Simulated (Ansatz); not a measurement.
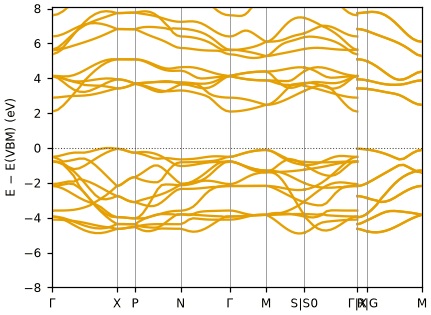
Band structure from LDA in the plane-wave PAW code Ansatz

Task: Read off the gap and where the band edges lie.

Result: About 2.1 eV (2.09 eV by a search for the band edges); maximum on the Γ–X line, 88 % of the way from Γ, minimum at Γ.

The material is TiO₂ (anatase, space group No. 141).

Space group I4_1/amd (anatase). The LDA relaxation kept the symmetry of its start. No spin polarisation was allowed.

Potentials: the earlier of the program's two PAW sets. The files were generated under PBE; for other functionals the program regenerates the frozen cores, and for LDA and PBEsol the local potential too.
